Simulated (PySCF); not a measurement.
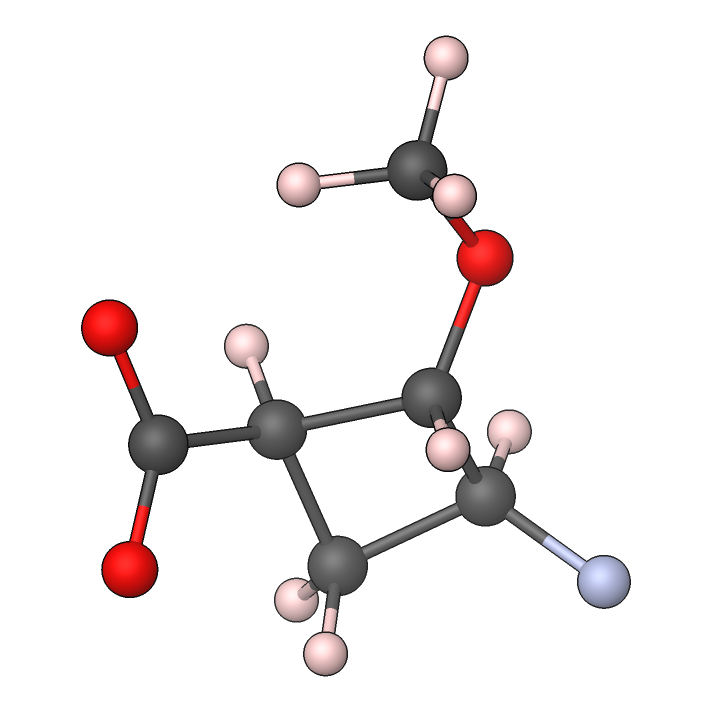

A ball-and-stick model of a molecule. Every bond is drawn as one stick, whatever its order. Colours: carbon dark grey, oxygen red, fluorine light blue, hydrogen pink.

State: charge −1, singlet.

Description:

It has 18 atoms: 6 carbon, 8 hydrogen, 1 fluorine and 3 oxygen (C₆H₈FO₃⁻). Its SMILES string is `CO[C@@H]1[C@@H](F)C[C@H]1C(=O)[O-]`. Independent rings (smallest set): 1 of 4 members. Among its groups: ether, C–F bond. The point group is C1. Coordination, clear cases only: 1 C tetrahedral; 1 O bent; 1 C trigonal planar.

The parts below concern this one geometry. Atoms keep their numbers from picture to picture. Computed geometry: PBE0-D3(BJ)/def2-SVP optimisation. No frequency run is at hand to confirm it as a minimum.

**Shape**

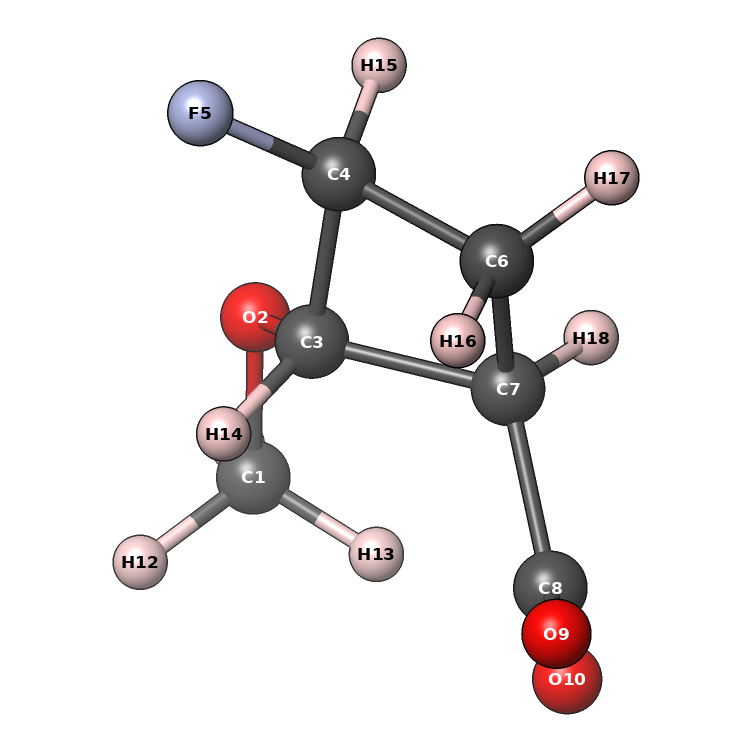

O2 lies behind C3. The molecule seen a little off the C3–O2 bond, C3 in front. Atoms fade into the background with distance from the viewer. No frequency run is at hand to confirm it as a minimum.

Question: What is the torsion angle C4–C3–O2–C1? The sign is positive where the front bond must turn clockwise to cover the back bond.

Answer: 173°, antiperiplanar (anti).

**NMR shielding**

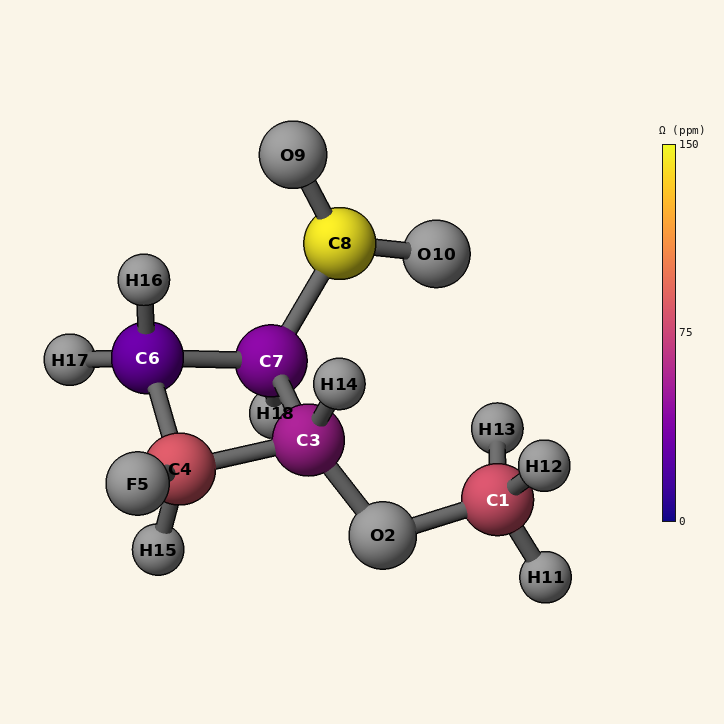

The C atoms are coloured by the span of their shielding tensor. No frequency run is at hand to confirm it as a minimum. Properties computed with GIAO PBE0/pcSseg-1 NMR shielding, non-relativistic, IEF-PCM dimethylsulfoxide (PySCF 2.14.0). Principal shieldings σ11 ≤ σ22 ≤ σ33, span Ω = σ33 − σ11, skew κ = 3(σiso − σ22)/Ω.

Question: Which C atom has the most anisotropic shielding?

Answer: C8, with a span of 144 ppm.

Give the shielding tensors of the C atoms.

| atom | σ11 | σ22 | σ33 | σiso | Ω | κ |
| --- | --- | --- | --- | --- | --- | --- |
| C1 | 98.4 | 106.4 | 180.9 | 128.6 | 82.5 | 0.81 |
| C3 | 75.6 | 88.7 | 132.2 | 98.9 | 56.6 | 0.54 |
| C4 | 63.6 | 71.0 | 148.6 | 94.4 | 85.0 | 0.83 |
| C6 | 145.0 | 155.9 | 175.5 | 158.8 | 30.5 | 0.28 |
| C7 | 122.9 | 143.1 | 165.8 | 143.9 | 42.9 | 0.06 |
| C8 | −71.3 | 16.7 | 73.1 | 6.2 | 144.5 | −0.22 |

Shieldings and span in ppm.

**Quadrupole coupling**

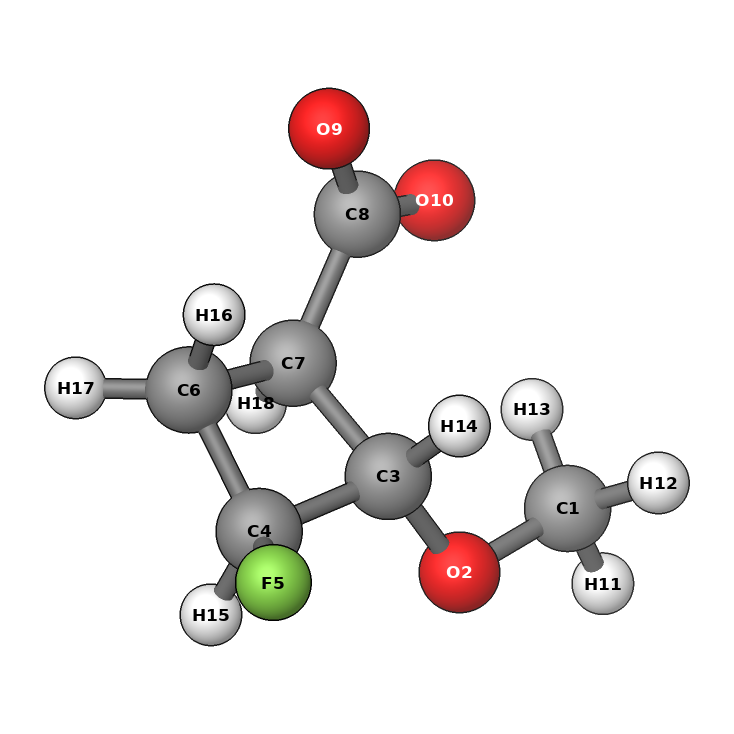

No frequency run is at hand to confirm it as a minimum. Electric field gradients from the ground-state density, PBE0/pcSseg-1 in acetone (IEF-PCM) (PySCF 2.14.0), non-relativistic apart from any core potentials.

Give the largest field-gradient component, the quadrupole coupling constant and the asymmetry for 17O at O2 (Q = −25.6 mb), 17O at O9 (Q = −25.6 mb), 17O at O10 (Q = −25.6 mb).

```
atom  V_zz (a.u.)  e²qQ/h (MHz)     η
  O2       −1.976         11.88  0.95
  O9       −1.404          8.44  0.33
 O10       −1.389          8.35  0.46
```

**Charges**

The questions are on ESP-fitted charges. No frequency run is at hand to confirm it as a minimum. Method: PBE0/pcSseg-1 in acetone (IEF-PCM) (PySCF 2.14.0).

List the ESP-fitted charges.

```tsv
atom	value (e)
C1	−0.01
O2	−0.46
C3	0.15
C4	0.23
F5	−0.31
C6	−0.31
C7	−0.04
C8	0.67
O9	−0.76
O10	−0.78
H11	0.08
H12	0.05
H13	0.06
H14	0.09
H15	0.07
H16	0.11
H17	0.10
H18	0.06
```
